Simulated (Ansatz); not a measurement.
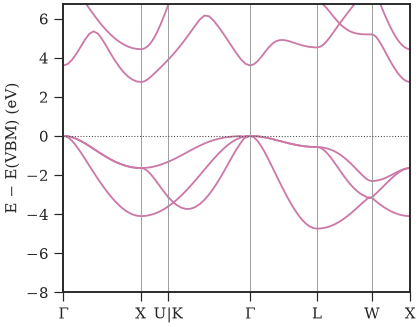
Band structure from PBE (plane waves, PAW; program Ansatz)

Read off the gap and where the band edges lie.

About 2.8 eV (2.76 eV by a search for the band edges); maximum at Γ, minimum at X.

The material is MgS (rock salt, Fm-3m).

The cell was relaxed with PBE under the symmetry of its start.

Potentials: the earlier of the program's two PAW sets.
